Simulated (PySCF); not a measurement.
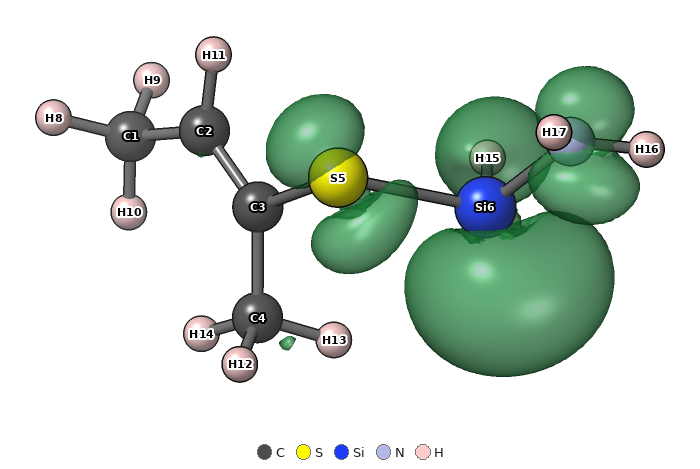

C4H10NSSi (SMILES C/C=C(\C)S[SiH]N) (doublet). Isosurface of the spin density (α minus β) at +0.015 e/Å³ (green), seen at a tilt.

Geometry: GFN2-xTB.

All numbers below come from UKS B3LYP, pcH-1 on C H N S Si, non-relativistic, mean-field spin-orbit, GIAO in PySCF.

```json
{"atom": "C", "x (Å)": "-2.5436", "y (Å)": "1.1512", "z (Å)": "0.7701"}
{"atom": "C", "x (Å)": "-1.1729", "y (Å)": "0.6859", "z (Å)": "1.1366"}
{"atom": "C", "x (Å)": "-0.5163", "y (Å)": "-0.3576", "z (Å)": "0.6467"}
{"atom": "C", "x (Å)": "-0.9744", "y (Å)": "-1.3339", "z (Å)": "-0.3840"}
{"atom": "S", "x (Å)": "1.1015", "y (Å)": "-0.7041", "z (Å)": "1.3121"}
{"atom": "Si", "x (Å)": "2.2666", "y (Å)": "-0.2966", "z (Å)": "-0.4711"}
{"atom": "N", "x (Å)": "3.8520", "y (Å)": "-0.0295", "z (Å)": "0.1453"}
{"atom": "H", "x (Å)": "-3.2078", "y (Å)": "1.0519", "z (Å)": "1.6291"}
{"atom": "H", "x (Å)": "-2.5110", "y (Å)": "2.2062", "z (Å)": "0.4993"}
{"atom": "H", "x (Å)": "-2.9639", "y (Å)": "0.5926", "z (Å)": "-0.0607"}
{"atom": "H", "x (Å)": "-0.6848", "y (Å)": "1.2777", "z (Å)": "1.9002"}
{"atom": "H", "x (Å)": "-0.8936", "y (Å)": "-2.3453", "z (Å)": "0.0130"}
{"atom": "H", "x (Å)": "-0.3296", "y (Å)": "-1.2707", "z (Å)": "-1.2641"}
{"atom": "H", "x (Å)": "-2.0040", "y (Å)": "-1.1544", "z (Å)": "-0.6808"}
{"atom": "H", "x (Å)": "1.8135", "y (Å)": "0.9651", "z (Å)": "-1.0559"}
{"atom": "H", "x (Å)": "4.6267", "y (Å)": "0.0712", "z (Å)": "-0.4875"}
{"atom": "H", "x (Å)": "4.1346", "y (Å)": "-0.4976", "z (Å)": "0.9913"}
```

> Describe the spin distribution.

The unpaired spin (1 electron) lies mostly on Si6 (about 0.6), N7 (about 0.1), H15 (about 0.1) and S5 (about 0.1), in electrons by Hirshfeld's partition.
